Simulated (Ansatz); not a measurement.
ZrH5SO3Cl: several calculations on one system

Part 1: Relaxation

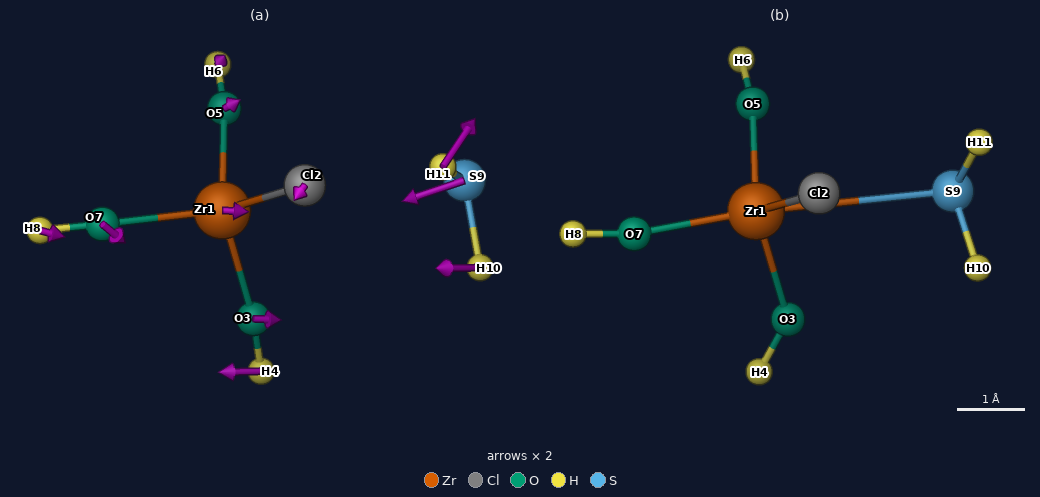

The structure of ZrH$_{5}$SO$_{3}$Cl before (left) and after (right) a relaxation, at one scale. The purple arrows give the displacements, 2 times their true length.

The picture is a ball-and-stick view, seen face on.

The run prepares an end point of a later path (reaction) calculation, from a guessed geometry.

Level of theory: Ansatz, RKS B3LYP-D4/def2-SVP.

Input
```yaml
crystal:
  periodic: [false, false, false]
  atoms:
    - { symbol: Zr, position_ang: [-0.155266, -0.264109, 0.181039] }
    - { symbol: Cl, position_ang: [-0.145874, -0.179774, 2.675974] }
    - { symbol: O, position_ang: [1.586074, -0.512362, -0.588661] }
    - { symbol: H, position_ang: [2.384356, -0.661849, -1.099503] }
    - { symbol: O, position_ang: [-1.138801, 1.188693, -0.59265] }
    - { symbol: H, position_ang: [-1.589568, 1.826615, -1.147683] }
    - { symbol: O, position_ang: [-1.144331, -1.857479, -0.193333] }
    - { symbol: H, position_ang: [-1.637664, -2.604514, -0.532377] }
    - { symbol: S, position_ang: [1.72142, 2.745951, 1.388032] }
    - { symbol: H, position_ang: [2.861445, 2.028282, 1.506136] }
    - { symbol: H, position_ang: [1.115208, 2.046446, 2.412227] }
basis:
  gaussian: { orbitals: def2-SVP }
hamiltonian:
  xc: b3lyp
  dispersion: d4
relax:
  f_tol: 0.03
  max_steps: 50
output:
  orbitals: {}
```

Launched with:
```bash
ansatz run input.yaml --threads 4 --pin off --max-ram 5120MiB --backend cpu --events-out ev --progress --plain --runs-dir out
```

### What changed between the two?

After 24 accepted moves (25 points after the start) the energy has fallen by 9.82 kJ/mol. Largest force component: 0.8 eV/Å at the start, 0.02 eV/Å at the end. The line search rejected the trial step at point 14 of the run. The forces were under the threshold at step 16, but the run went on from there. The atom that moves furthest after the best rigid fit is H11 (0.54 Å). Largest moves by element: H 0.54 Å, S 0.51 Å, O 0.29 Å, Zr 0.21 Å, Cl 0.16 Å. Near-neighbour distances that change, for instance: Zr1–S9 3.747 → 3.066 Å, Zr1–Cl2 2.496 → 2.428 Å, Zr1–O3 1.920 → 1.956 Å, S9–H11 1.380 → 1.353 Å. New bonds form, among them: Zr1–S9 (3.75 → 3.07 Å). Bond angles that change, for instance: Zr1–O3–H4 171.2° → 138.2°, O3–Zr1–O7 106.4° → 101.4°, Zr1–O5–H6 168.4° → 165.3°.

Limits of the set-up: the start holds two separate molecules, 2.6 Å apart at their closest, whose relative position is a soft coordinate.

Part 2: Relaxation

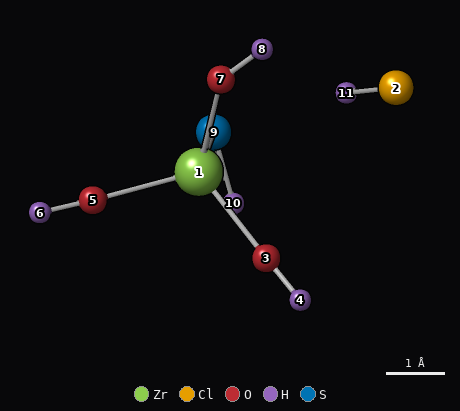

This is the input geometry for a relaxation of ZrH$_{5}$SO$_{3}$Cl. The picture is a ball-and-stick view, seen from a free direction.

The run prepares an end point of a later path (reaction) calculation, from a guessed geometry.

These are results of Ansatz, RKS B3LYP-D4/def2-SVP, not measurements.

The input:
```yaml
crystal:
  periodic: [false, false, false]
  atoms:
    - { symbol: Zr, position_ang: [0.016839, 0.493316, -0.208412] }
    - { symbol: Cl, position_ang: [1.042002, -1.263812, 2.911061] }
    - { symbol: O, position_ang: [1.607879, -0.451893, -0.726164] }
    - { symbol: H, position_ang: [2.359652, -0.982941, -0.999873] }
    - { symbol: O, position_ang: [-0.789614, 1.341299, -1.734218] }
    - { symbol: H, position_ang: [-1.230881, 1.734658, -2.491061] }
    - { symbol: O, position_ang: [-1.333618, -0.568893, 0.665174] }
    - { symbol: H, position_ang: [-1.472903, -1.32114, 1.25495] }
    - { symbol: S, position_ang: [0.67309, 2.269971, 1.492954] }
    - { symbol: H, position_ang: [1.934909, 2.433819, 1.029021] }
    - { symbol: H, position_ang: [1.049646, 0.071517, 2.815768] }
basis:
  gaussian: { orbitals: def2-SVP }
hamiltonian:
  xc: b3lyp
  dispersion: d4
relax:
  f_tol: 0.03
  max_steps: 50
```

Launched with:
```bash
ansatz run input.yaml --threads 4 --pin off --max-ram 5120MiB --backend cpu --events-out ev --progress --plain --runs-dir out
```

> What does the optimiser find from here?

Cl2 moves most after the best rigid fit: 1.13 Å. Largest moves by element: Cl 1.13 Å, H 1.02 Å, S 0.38 Å, O 0.22 Å, Zr 0.15 Å. Some distances before and after: Zr1–H11 3.223 → 3.188 Å, Cl2–H11 1.339 → 1.324 Å, Zr1–S9 2.546 → 2.533 Å, Zr1–O3 1.922 → 1.934 Å. Among the angles between lasting bonds that change: Zr1–O3–H4 175.6° → 131.5°, Zr1–O7–H8 143.8° → 173.0°, O5–Zr1–O7 108.0° → 115.4°. Groups turn about Zr1–S9 by about 25°. After 39 accepted moves (45 points after the start) the energy has fallen by 0.080 eV. The largest force component goes from 0.82 to 0.018 eV/Å. The line search rejected the trial steps at points 4, 20, 23, 31, 34, 38 of the run. The forces were under the threshold at step 21, but the run went on from there. Cost: 110 s on 4 threads of Arm Neoverse V2, on a shared host, peak memory 0.37 GiB.

History of the run:

```
step  E − E(0), eV  largest force component, eV/Å      note
   0        0.0000                         0.8244          
   1       -0.0362                         0.5863          
   2       -0.0442                         0.4924          
   3       -0.0526                         0.3453          
   4       -0.0524                         0.2332  rejected
   5       -0.0557                         0.1595          
   6       -0.0559                         0.1388          
   7       -0.0568                         0.0971          
   8       -0.0569                         0.1503          
   9       -0.0580                         0.0460          
  10       -0.0581                         0.0454          
  12       -0.0591                         0.0877          
  14       -0.0604                         0.2129          
  16       -0.0616                         0.2455          
  17       -0.0642                         0.0341          
  19       -0.0654                         0.0645          
  21       -0.0658                         0.0262          
  23       -0.0660                         0.1009  rejected
  25       -0.0667                         0.0264          
  27       -0.0672                         0.0692          
  28       -0.0674                         0.0935          
  30       -0.0680                         0.0969          
  32       -0.0684                         0.0833          
  34       -0.0658                         0.4266  rejected
  36       -0.0724                         0.1199          
  38       -0.0733                         0.3108  rejected
  39       -0.0759                         0.0876          
  41       -0.0789                         0.1494          
  43       -0.0796                         0.1073          
  45       -0.0801                         0.0178
```

Final geometry:

```xyz
11

Zr   -0.1298    0.4449   -0.2071
Cl    2.1095   -1.0782    2.5928
O     1.4756   -0.5576   -0.6047
H     2.0170   -1.1447   -0.0572
O    -0.6286    1.4413   -1.7743
H    -0.9768    1.8686   -2.5586
O    -1.5210   -0.6258    0.5643
H    -2.1724   -1.2503    0.8899
S     0.5092    1.9941    1.6925
H     1.5643    2.5240    1.0246
H     1.6101    0.1397    2.4472
```

The end point in the same view:

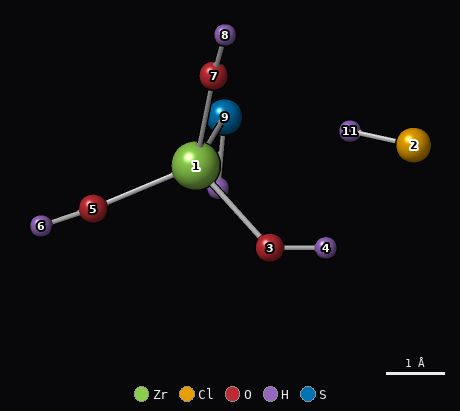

Limits of the set-up: the start holds two separate molecules, 2.6 Å apart at their closest, whose relative position is a soft coordinate.

Part 3: Path

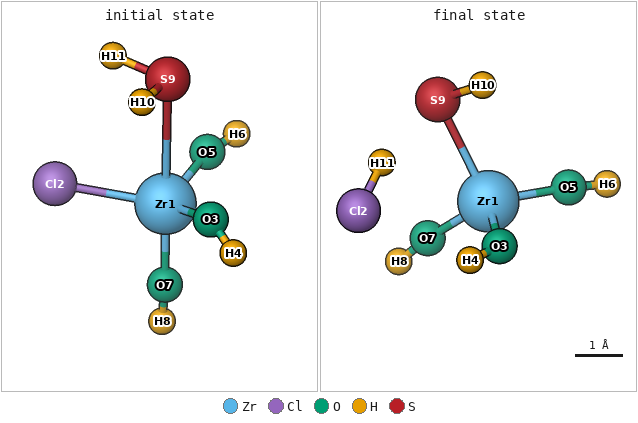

The two relaxed end points of a path for ZrH5SO3Cl. The picture is a ball-and-stick view, seen from a free direction.

All numbers below come from RKS B3LYP-D4/def2-SVP (Ansatz).

Run with 5 movable images; climbing image; force threshold 0.05 eV/Å; iteration limit 60.

Start:
```xyz
11

Zr   -0.0231   -0.1231    0.2616
Cl   -0.1175   -0.3466    2.6775
O     1.7379   -0.3310   -0.5631
H     2.1793   -0.9330   -1.1704
O    -1.1322    1.2853   -0.4567
H    -1.6307    1.8728   -1.0262
O    -0.8945   -1.7413   -0.2881
H    -1.4751   -2.4725   -0.5056
S     1.5842    2.3457    1.1123
H     2.6062    1.6380    1.6439
H     1.0225    2.5616    2.3240
```

End:
```xyz
11

Zr   -0.1401    0.4237   -0.2018
Cl    2.3402   -0.9918    2.4474
O     1.6240   -0.2096   -0.6787
H     2.2644   -0.7494   -0.1929
O    -0.8135    1.4954   -1.6494
H    -1.2342    1.9440   -2.3849
O    -1.3091   -0.9710    0.4023
H    -1.8335   -1.7399    0.6350
S     0.1982    1.8199    1.8846
H     1.1372    2.6127    1.3104
H     1.6235    0.1218    2.4372
```

**Predict the minimum-energy path and its barrier.**

Forward barrier 19.5 kcal/mol, backward barrier 2.4 kcal/mol, with image 5 at the top; the reaction energy is +17.2 kcal/mol. Breaking: S9–H11 (1.35 → 1.77 at the top → 2.28 Å), Zr1–Cl2 (2.43 → 2.90 at the top → 3.90 Å). Forming: Cl2–H11 (3.14 → 1.48 at the top → 1.32 Å). The band converged in 37 iterations, with a climbing image at the top.

Energies of the converged images:

| image | path (Å) | E (kcal/mol) |
| --- | --- | --- |
| 0 | 0.00 | 0.0 |
| 1 | 1.28 | 0.1 |
| 2 | 2.55 | 1.1 |
| 3 | 3.83 | 5.4 |
| 4 | 5.10 | 9.1 |
| 5 | 6.38 | 19.5 |
| 6 | 8.00 | 17.2 |

The geometry at the top of the path:

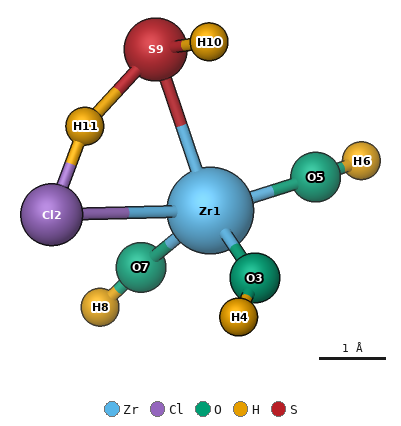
